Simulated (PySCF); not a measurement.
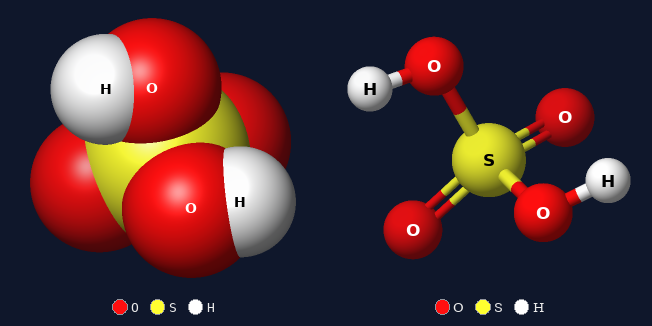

Two views of one molecule.

The geometry was computed by an optimisation with PBE0-D3(BJ)/def2-SVP. No frequency run is at hand to confirm it as a minimum.

Question: Give the formula.

Answer: H₂O₄S, 7 atoms: 2 hydrogen, 4 oxygen and 1 sulfur.

Question: How many bonds of each kind are drawn?

Answer: 4 O–S, 2 O–H.

More results for the same structure follow; atom numbers are the same in all pictures, views and colours differ.

### Shape

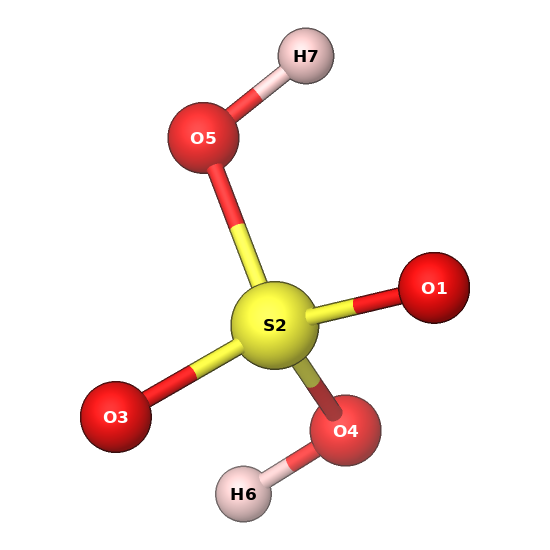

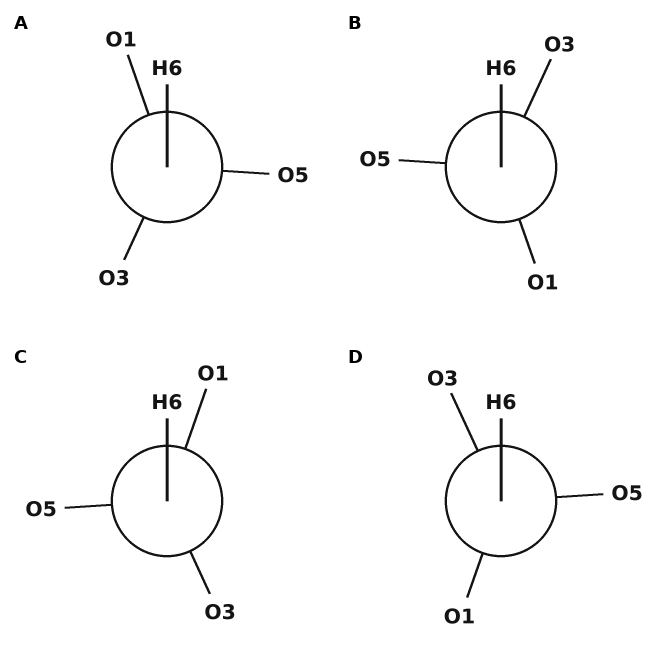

Depth is shown by fading: the farther an atom, the more it takes the colour of the background. Bonds that would overlap in a projection are set slightly apart. No frequency run is at hand to confirm it as a minimum.

Question: Which Newman projection shows the view along O4–S2, with O4 in front?

Answer: B. The torsion angle H6–O4–S2–O5 is −86°, about perpendicular.

### Dipole moment

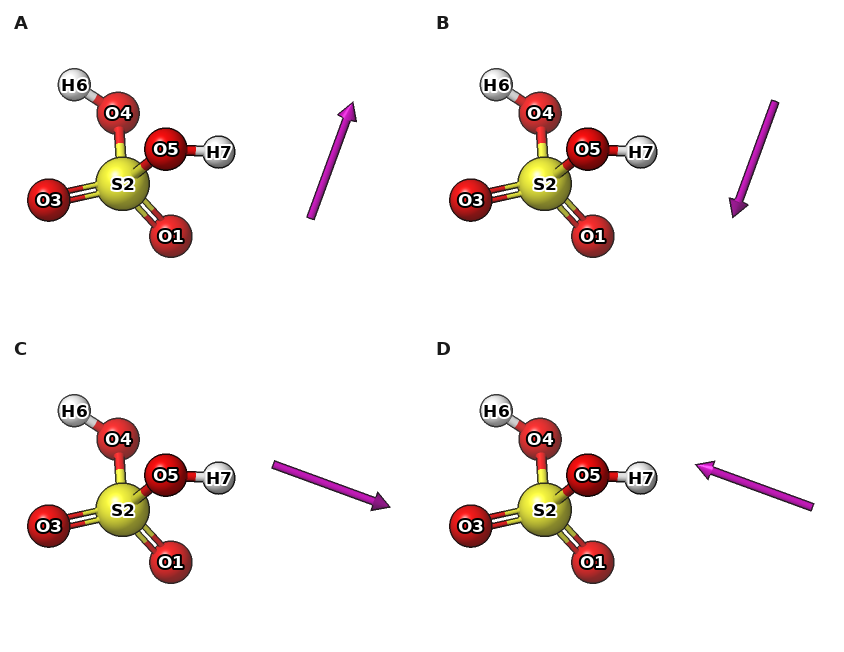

The same molecule four times, each with an arrow. No frequency run is at hand to confirm it as a minimum. Properties computed with PBE0/pcSseg-1, gas phase (PySCF 2.14.0).

Question: Which arrow points along the dipole moment, from the negative to the positive end?

Answer: A. The dipole moment is 3.05 D; it points from the side of O1, O3 to the side of H6, H7 (the outermost atoms at the two ends).

### NMR shielding

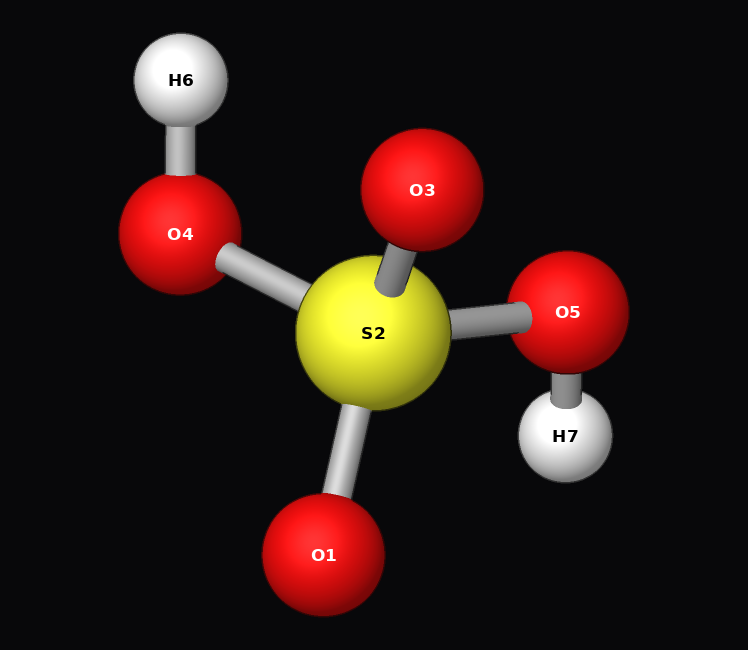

No frequency run is at hand to confirm it as a minimum. Level of theory: GIAO CAM-B3LYP/pcSseg-2 NMR shielding, non-relativistic, gas phase (PySCF 2.14.0). Principal shieldings σ11 ≤ σ22 ≤ σ33, span Ω = σ33 − σ11, skew κ = 3(σiso − σ22)/Ω.

Give the shielding tensors of the S atoms.

```csv
atom,σ11,σ22,σ33,σiso,Ω,κ
S2,−18.2,78.5,353.2,137.8,371.3,0.48
```

Shieldings and span in ppm.

### Core levels

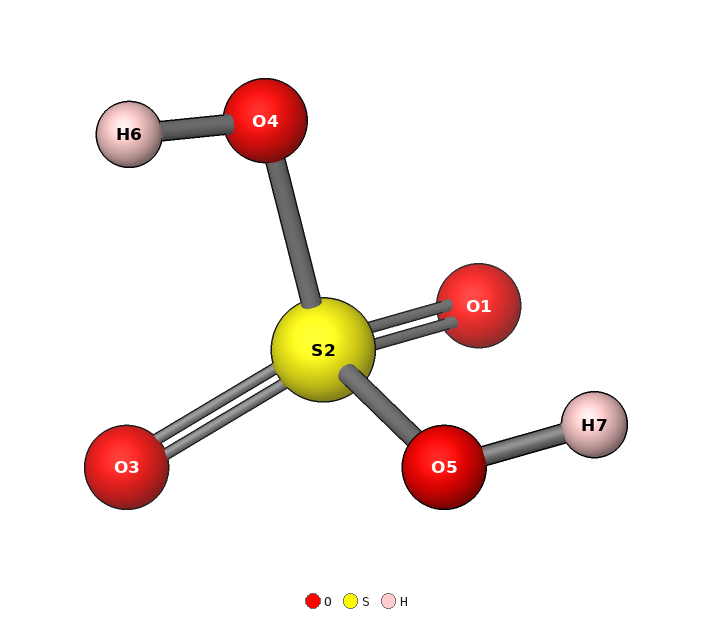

No frequency run is at hand to confirm it as a minimum. Properties computed with delta-SCF UKS SCAN, pcX-2 on the ionised atom, pcseg-1 elsewhere, spin-free X2C (PySCF 2.14.0).

Give the core-electron binding energies (to vacuum; p and d levels without spin–orbit splitting) of O1 1s, S2 1s, S2 2p, O4 1s.

```csv
atom,level,binding energy (eV)
O1,1s,539.1
S2,1s,2485.4
S2,2p,176.8
O4,1s,540.8
```
